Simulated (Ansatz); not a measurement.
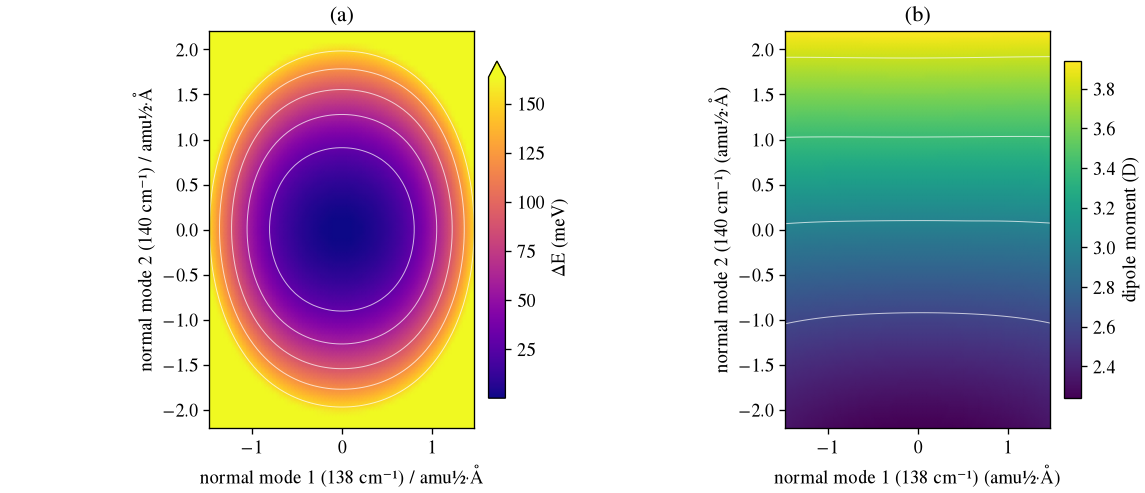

CdFH₂N, SMILES [NH2][Cd][F]. First axis: normal mode 1 (138 cm⁻¹). Second axis: normal mode 2 (140 cm⁻¹). Nothing is relaxed (straight displacements along the two mass-weighted modes). Grid: 11 × 11 points; 119 points were computed and 2 follow by symmetry. Points are written as (first, second). Energies are in meV, from the lowest grid point. These are results of Ansatz 0.2.0, RKS PBE-D4/def2-TZVP, not measurements.

Panel (a) is the energy and panel (b) the computed dipole moment on the same grid.

Drawn: a smooth colour map with a few white contour lines, one colour for all values above the top of the scale. Between grid points the surface is interpolated.

### How does the dipole moment vary over the map, and what is it at the lowest grid point?

Leaving out the highest fifth of the energies, it runs from 2.24 D at (0.000 amu½·Å, −2.20 amu½·Å) to 3.94 D at (0.000 amu½·Å, 2.20 amu½·Å). At the lowest grid point, (0.000 amu½·Å, 0.00 amu½·Å), it is 2.96 D.
